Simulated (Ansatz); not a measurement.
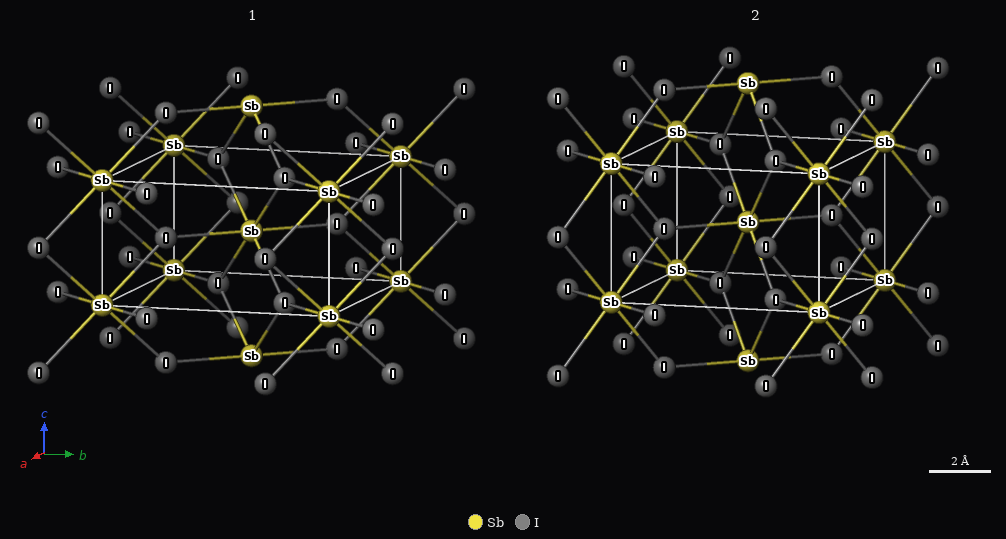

Two geometries of crystalline SbI₂ (built on the rutile_136 type), drawn at one scale. One is the start of a relaxation, the other its converged end. A ball-and-stick model of the cell of the calculation, seen slightly off an axis.

Computed with DFT PBE, scalar-relativistic, plane waves, PAW in Ansatz. Set-up: plane-wave cutoff 420 eV; k-point mesh 6 × 6 × 8; occupations gaussian; smearing width 0.1 eV; no spin polarisation; cell and atoms relaxed; force threshold 0.01 eV/Å; at most 80 steps.

> Which geometry has the lower energy?

Structure 1 is the relaxed one. Case: rutile type (P4_2/mnm, No. 136). Over 6 accepted moves (7 points after the start) the energy falls by 0.501 eV per cell of the calculation. Largest force component: 0.3 eV/Å at the start, 0.00025 eV/Å at the end. Pressure: 3.66 GPa at the start and 0.03 GPa at the end. At 1 point the geometry stayed and the basis and grid were re-selected for the new cell (energy shift of 4.0 meV per cell of the calculation at most each time). The largest moves relative to the cell, 0.21 Å, are those of I atoms. Sb stays in place. The volume changes by +7.2 %, with a = b 7.196 → 7.851 Å (+9.1 %), c 4.635 → 4.172 Å (−10.0 %). Among the contacts that change: I–Sb 3.044 → 3.155 Å, I–Sb 3.114 → 3.185 Å. Bond angles that change, for instance: Sb–I–Sb 99.1° → 82.8°, I–Sb–I 80.9° → 97.2°, I–Sb–I 99.1° → 82.8°. The space group stays P4_2/mnm (No. 136).
